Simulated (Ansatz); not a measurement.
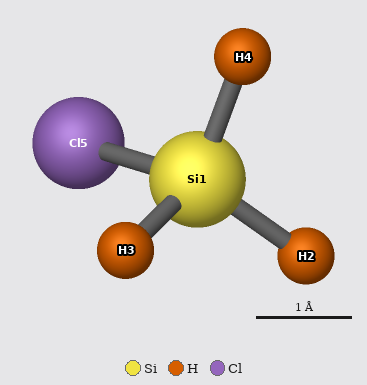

The structure as given in the input (ball-and-stick view, seen at a tilt; atoms are numbered from 1 in the order of the input). Bond lengths as drawn: Cl–Si 2.05 Å and H–Si 1.48 Å.

**Run report: SiH3Cl, phonon calculation**

- system: SiH3Cl
- method: RKS PBE0-D4/def2-TZVP (Ansatz 0.2.0)

The geometry comes from this level: PBE0-D4/def2-TZVP. Figures and captions count atoms from 1; the log counts them from 0 in places.

### The input
```yaml
crystal:
  periodic: [false, false, false]
  atoms:
    - {symbol: Si, position_ang: [-0.603540, -0.500593, -1.570226]}
    - {symbol: H, position_ang: [0.582917, 0.154439, -2.166525]}
    - {symbol: H, position_ang: [-0.186932, -1.536111, -0.597361]}
    - {symbol: H, position_ang: [-1.472548, 0.503309, -0.914996]}
    - {symbol: Cl, position_ang: [-1.671527, -1.407620, -3.071391]}
basis:
  gaussian: {orbitals: def2-TZVP}
hamiltonian: {xc: pbe0, dispersion: d4}
phonons: {temperatures: {t_min: 298.15, t_max: 900, t_step: 200}}
```

Run on 4 threads of Arm Neoverse V1, 23 GiB of memory available, shared host.

Command:
```bash
ansatz run in.yaml --threads 4 --pin off --events-out ev --progress --plain --max-ram 9574MiB
```

### Output
```
Functional definition: PBE0
  name "PBE0"
  cite "Adamo & Barone, J. Chem. Phys. 110, 6158 (1999) doi:10.1063/1.478522"
  cite "Perdew, Burke & Ernzerhof, Phys. Rev. Lett. 77, 3865 (1996) doi:10.1103/PhysRevLett.77.3865"
  parent pbe
  parameter a = 0.25
  parameter kappa = 0.804
  parameter beta = 0.06672455060314922
  exchange = (1 - a)*pbe_x(kappa = kappa, mu = beta*pi^2/3) + a*exact_x
  correlation = pbe_c(beta = beta)
668 factors; their error is unknown
mean field evaluation 1: about -20442.9750 eV, gradient 1.0e1 eV
mean field evaluation 2: about -20443.1905 eV, gradient 6.3e0 eV
mean field evaluation 4: about -20443.2637 eV, gradient 1.6e-1 eV
mean field evaluation 8: about -20443.3342 eV, gradient 2.2e-2 eV
mean field -20443.33419703 eV, -751.2786747512 hartree, gradient 1.5e-5 eV, S^2 0.000000; 0 other end points of the search recorded, 0 dependent functions left out
the calculation of the forces begins
reference -20443.33422344 eV, -751.2786757216 hartree; 17, 17 occupied and 75, 75 virtual orbitals, 668 factors
these checks for a lower state are left out or cut short: stability, starts, cluster_reference, orbital_swaps, neighbouring_geometries, increment
668 factors; their error is unknown
mean field evaluation 16: about -20443.3341 eV, gradient 1.1e-1 eV
mean field -20443.33410892 eV, -751.2786715132 hartree, gradient 1.5e-6 eV, S^2 0.000000; 0 other end points of the search recorded, 0 dependent functions left out
[... from here on the field's lines of each further geometry are left out, up to the last ...]
the calculation of the forces begins
reference -20443.33417909 eV, -751.2786740919 hartree; 17, 17 occupied and 75, 75 virtual orbitals, 668 factors
these checks for a lower state are left out or cut short: stability, starts, cluster_reference, orbital_swaps, neighbouring_geometries, increment
668 factors; their error is unknown
mean field evaluation 192: about -20443.3342 eV, gradient 4.4e-5 eV
mean field -20443.33417546 eV, -751.2786739587 hartree, gradient 2.2e-6 eV, S^2 0.000000; 0 other end points of the search recorded, 0 dependent functions left out
the calculation of the forces begins
reference -20443.33420188 eV, -751.2786749294 hartree; 17, 17 occupied and 75, 75 virtual orbitals, 668 factors
Total energy: -20443.39654070 eV, -751.2809658390 hartree
Atom 0 at    -0.603540    -0.500593    -1.570226 Å, force    -0.000286    -0.000291    -0.000395 eV/Å
Atom 1 at     0.582917     0.154439    -2.166525 Å, force     0.001250     0.000695    -0.000808 eV/Å
Atom 2 at    -0.186932    -1.536111    -0.597361 Å, force     0.000366    -0.001260     0.000957 eV/Å
Atom 3 at    -1.472548     0.503309    -0.914996 Å, force    -0.001069     0.001093     0.000615 eV/Å
Atom 4 at    -1.671527    -1.407620    -3.071391 Å, force    -0.000260    -0.000237    -0.000370 eV/Å
Dipole moment:     0.136349     0.115801     0.191650 e Å
Vibrations: 552.21 656.21 656.24 943.65 947.19 947.20 2249.30 2261.52 2261.55 cm⁻¹, zero-point energy 0.711364 eV
```

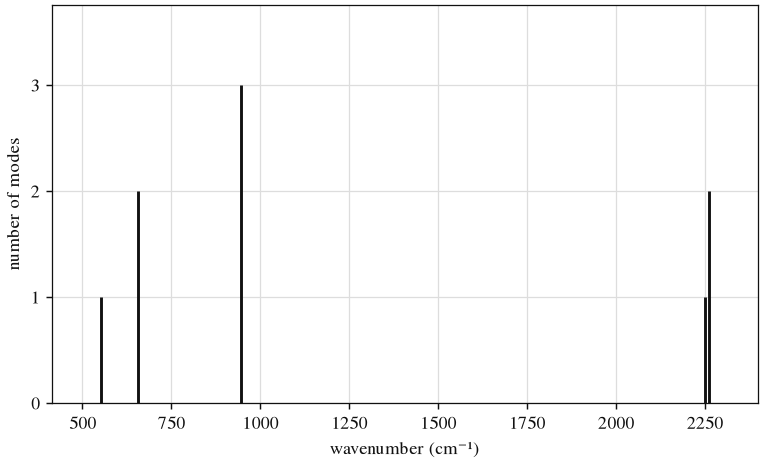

Harmonic vibrational wavenumbers from the force constants; neighbouring modes closer than 8 cm⁻¹ are counted in one stick. 9 modes from 552 to 2262 cm⁻¹, none imaginary.

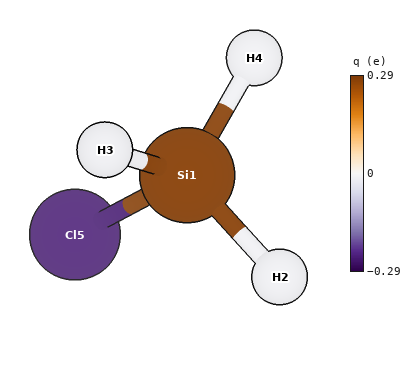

Mulliken charges, as the colour of each atom (ball-and-stick view, seen at a tilt; atoms are numbered from 1 in the order of the input). By element: Si +0.28, H −0.01 and Cl −0.25 e.

### Results in brief

| quantity | value |
| --- | --- |
| outcome | converged |
| total energy | −20443.3965 eV |
| mean-field energy | −20443.3342 eV |
| dispersion energy | −0.0623 eV |
| largest force (length of the vector) | 0.002 eV/Å |
| dipole moment | 1.26 D |
| wall time | 12 s (CPU time 39 s) |
| peak memory | 0.5 GiB |
